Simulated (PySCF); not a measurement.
SMILES CN(C)[SiH2][Al]([CH3])[CH3], GFN2-xTB optimised geometry. Atoms within 1.6 Å of the plane z = 1.2 Å (x, y, z in Å): Si1 (1.08, -0.87, 0.00), N2 (0.47, -1.60, 1.45), C3 (0.64, -3.00, 1.72), C4 (0.33, -0.83, 2.65), Al5 (-0.04, 1.29, 0.00), C6 (-1.94, 1.47, 0.60), H8 (2.59, -0.87, 0.00), H10 (1.57, -3.20, 2.27), H11 (0.67, -3.55, 0.79), H12 (-0.19, -3.38, 2.33), H13 (0.12, 0.22, 2.38), H16 (-2.59, 1.87, -0.20), H17 (-2.37, 0.51, 0.90), H18 (-2.06, 2.15, 1.45), H20 (1.30, 3.55, 0.13).

Calculation: PBE0/def2-SVP (PySCF 2.14.0). Cells within 0.4 Å of a nucleus heavier than hydrogen are left out (blank, or x).

Map of the electrostatic potential (hartree/e), clipped to [-0.08, 0.12] on the plane z = 1.2 Å:

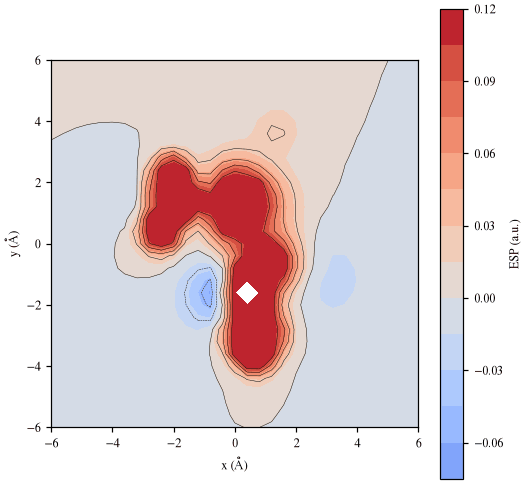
Fig. 1. Electrostatic potential (hartree/e), clipped to [-0.08, 0.12] on the plane z = 1.2 Å.
